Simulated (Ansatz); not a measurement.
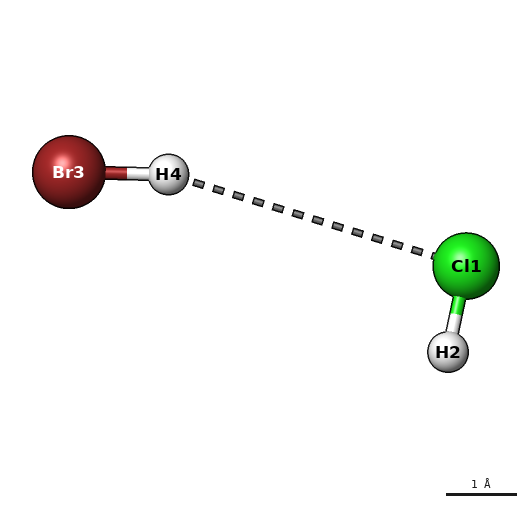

Two molecules or ions; the broken line marks their closest contact (measured against van der Waals radii). Geometry: a pair of rigid molecules at a changed separation. Program: Ansatz 0.2.0.

Question: Which two species are they?

Answer: HCl and HBr (`Br.Cl`).

Question: How long is the contact?

Answer: Cl1···H4 is 4.47 Å.

Give the counterpoise-corrected interaction energy (kJ/mol, monomers kept as in the pair) with RHF-CCSD(T) (frozen core)/def2-TZVPPD; B3LYP-D4/def2-TZVPPD; PBE-D4/def2-TZVPPD; ωB97M-V/def2-TZVPPD; PBE0-D4/def2-TZVPPD; r2SCAN-D4/def2-TZVPPD.

```csv
level,interaction energy (kJ/mol)
RHF-CCSD(T) (frozen core)/def2-TZVPPD,−1.4
B3LYP-D4/def2-TZVPPD,−1.3
PBE-D4/def2-TZVPPD,−1.6
ωB97M-V/def2-TZVPPD,−1.4
PBE0-D4/def2-TZVPPD,−1.5
r2SCAN-D4/def2-TZVPPD,−1.4
```
